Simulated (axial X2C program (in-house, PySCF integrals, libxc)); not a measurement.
# A two-component session on OsGa: properties at the nuclei

Aim: properties at the nuclei of OsGa, with spin–orbit coupling in the Hamiltonian from the start.

Computed with an in-house X2C program for linear molecules on PySCF integrals. Level: two-component X2C with atomic mean-field terms, Os dyall-cv3z, Ga dyall-cv3z.

All values are calculated.

### 1 The job

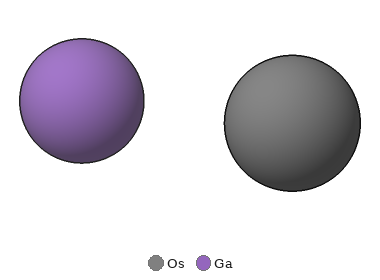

The two atoms at 2.530 Å (osmium grey, gallium purple).

File task.json:

```json
{"zs": [76, 31], "q": 0, "bas": ["dyall-cv3z", "dyall-cv3z"], "r0": 2.53, "levels": ["PBE0", "HF", "TPSSh", "PBE50", "PBE"], "nst": 3}
```

Keys: zs atomic numbers; q charge; bas basis sets; r0 starting distance in Å; levels methods (HF also brings MP2); nst determinants followed.

The run is started by

```bash
$ python soeom.py task.json out
```

Nuclei are Gaussian, cores are contracted, and the Gaunt term is on.

### 2 Expectation values, lowest determinant

R = 2.426 Å. State: Ω = 3/2 (excess of +ω over −ω: ω = 1/2, ω = -3/2, ω = 5/2).

Output of the PBE0 run:

```text
two-component X2C + atomic mean field  PBE0
basis functions 286  fitting functions 1506  grid points 5800
iter        total energy     max residual
   1     -19198.520755700     3.71e-06
   2     -19198.520755706     4.36e-06
   3     -19198.520755707     3.75e-06
converged
one-electron -27385.47027128  Coulomb 8109.54183461  exact exchange -103.41204322  xc functional -317.04528527  nuclear repulsion 513.90828892  atomic mean-field constant -16.04327947
```

The highest occupied spinor is 47% Ga p, 30% Os s, 9% Ga s.

```csv
level,Eeff magnitude (GV/cm),Ws magnitude Os (kHz),A∥/gI Os (MHz),qzz Os (a.u.),A∥/gI Ga (MHz),qzz Ga (a.u.),μ (D)
PBE0,15.3,11.1,1400,-5.20,25.7,-2.23,-0.04
HF,91.3,67.7,1890,-6.47,108,-2.54,-0.42
TPSSh,12.8,9.23,1480,-5.61,22.8,-2.17,-0.12
PBE50,30.9,22.5,1630,-4.95,37,-2.52,-0.43
PBE,7.86,5.68,1300,-5.66,25.9,-1.96,0.21
```

Eeff is the effective electric field on the electron dipole moment in this Ω state and Ws the scalar–pseudoscalar constant (defined with the proton number Z and per Ω); A∥ is the parallel hyperfine constant, which follows by multiplying with the nuclear g factor gI = μI/(I μN); qzz is the electric field gradient, eQq0 = 234.96 MHz × Q/barn × qzz; μ is positive if Ga is the positive end. The operators were transformed with the bare-nucleus X2C matrices.

### 3 Expectation values, a higher determinant

R = 2.426 Å. State: Ω = 5/2 (excess of +ω over −ω: ω = 5/2), 0.42 eV above the lowest in the PBE0 search for states (made at or near this distance, with looser thresholds).

Output of the PBE0 run:

```text
two-component X2C + atomic mean field  PBE0
basis functions 286  fitting functions 1506  grid points 5800
iter        total energy     max residual
   1     -19198.505233395     5.63e-06
   2     -19198.505233404     5.05e-06
   3     -19198.505233407     4.30e-06
   4     -19198.505233412     3.02e-06
   5     -19198.505233414     1.45e-06
converged
one-electron -27384.46970851  Coulomb 8108.52157316  exact exchange -103.40321257  xc functional -317.01889494  nuclear repulsion 513.90828892  atomic mean-field constant -16.04327947
```

The highest occupied spinor is 47% Os s, 30% Os d, 18% Ga p.

```csv
level,Eeff magnitude (GV/cm),Ws magnitude Os (kHz),A∥/gI Os (MHz),qzz Os (a.u.),A∥/gI Ga (MHz),qzz Ga (a.u.),μ (D)
PBE0,9.44,4.11,271,-6.70,31.1,-2.78,0.38
HF,103,44.9,480,-7.98,126,-2.20,-0.50
TPSSh,9.19,3.91,216,-6.80,31.2,-2.69,0.32
PBE50,18.1,7.97,326,-6.78,36.2,-2.96,0.06
PBE,5.33,2.26,245,-6.73,29.4,-2.59,0.58
```

### 4 Expectation values, a higher determinant

R = 2.426 Å. State: Ω = 7/2 (excess of +ω over −ω: ω = -1/2, ω = 3/2, ω = 5/2), 0.60 eV above the lowest in the PBE0 search for states (made at or near this distance, with looser thresholds).

Output of the PBE0 run:

```text
two-component X2C + atomic mean field  PBE0
basis functions 286  fitting functions 1506  grid points 5800
iter        total energy     max residual
   1     -19198.498880511     6.04e-06
   2     -19198.498880519     6.83e-06
   3     -19198.498880521     3.91e-06
   4     -19198.498880525     2.41e-06
   5     -19198.498880526     9.18e-07
converged
one-electron -27385.72216306  Coulomb 8109.79812233  exact exchange -103.40995627  xc functional -317.02989297  nuclear repulsion 513.90828892  atomic mean-field constant -16.04327947
```

The highest occupied spinor is 49% Os s, 28% Ga p, 17% Os d.

```csv
level,Eeff magnitude (GV/cm),Ws magnitude Os (kHz),A∥/gI Os (MHz),qzz Os (a.u.),A∥/gI Ga (MHz),qzz Ga (a.u.),μ (D)
PBE0,9.06,2.58,415,1.50,-13.6,-3.14,0.89
HF,4.56,0.815,583,-0.10,-16.2,-3.53,0.07
TPSSh,9.27,2.58,414,1.58,-15,-3.10,0.88
PBE50,15.4,4.54,415,1.11,-8.1,-3.35,0.45
PBE,5.88,1.63,432,1.78,-18.5,-2.91,1.18
```

### 5 Summary of results

| quantity | value |
| --- | --- |
| lowest determinant | Ω = 3/2 (excess of +ω over −ω: ω = 1/2, ω = -3/2, ω = 5/2) |
| Eeff magnitude (GV/cm), PBE0 | 15.3 |
| Ws magnitude Os (kHz), PBE0 | 11.1 |
| A∥/gI Os (MHz), PBE0 | 1400 |
| qzz Os (a.u.), PBE0 | -5.20 |
| higher determinant | Ω = 5/2 (excess of +ω over −ω: ω = 5/2) |
| Eeff magnitude (GV/cm), PBE0, higher determinant | 9.44 |
| Ws magnitude Os (kHz), PBE0, higher determinant | 4.11 |
| A∥/gI Os (MHz), PBE0, higher determinant | 271 |
| qzz Os (a.u.), PBE0, higher determinant | -6.70 |
| higher determinant | Ω = 7/2 (excess of +ω over −ω: ω = -1/2, ω = 3/2, ω = 5/2) |
| Eeff magnitude (GV/cm), PBE0, higher determinant | 9.06 |
| Ws magnitude Os (kHz), PBE0, higher determinant | 2.58 |
| A∥/gI Os (MHz), PBE0, higher determinant | 415 |
| qzz Os (a.u.), PBE0, higher determinant | 1.50 |

In words: In the first state, the effective field runs from 7.86 to 91.3 GV/cm over the mean-field levels, so the levels don't agree on it. The expectation values come from single determinants, which for open shells can mix terms of unlike spin or miss the lowest Ω, so a determinant need not be a state. Eeff is the effective electric field on the electron dipole moment in this Ω state and Ws the scalar–pseudoscalar constant (defined with the proton number Z and per Ω); A∥ is the parallel hyperfine constant, which follows by multiplying with the nuclear g factor gI = μI/(I μN); qzz is the electric field gradient, eQq0 = 234.96 MHz × Q/barn × qzz; μ is positive if Ga is the positive end. The operators were transformed with the bare-nucleus X2C matrices.
